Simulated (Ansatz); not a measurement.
The starting structures come from a database of crystals and need not be the phases stable at ambient conditions.

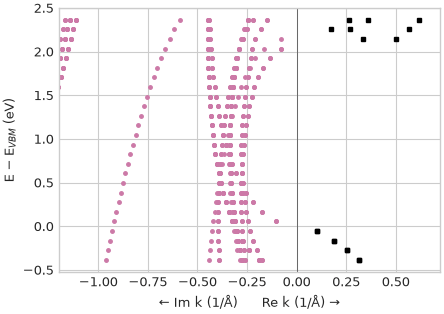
*Complex bands at the centre of the two-dimensional zone; r2SCAN (Ansatz, an electronic-structure program)*

The gap is the functional's own, uncorrected, and κ follows it; spin-orbit coupling is left out. Mid-gap values are interpolated between the computed energies.

This is MgSe$_{2}$ (Pa-3, not sure to be the ambient phase, 12 atoms a cell, 22.5 Å³ an atom) along the normal of (111). Read off the slowest decay at the centre of the two-dimensional zone at 1.04 eV, the computed energy nearest the middle of the gap.

κ ≈ 0.26 1/Å, a decay length 1/(2κ) of the density of 1.9 Å.
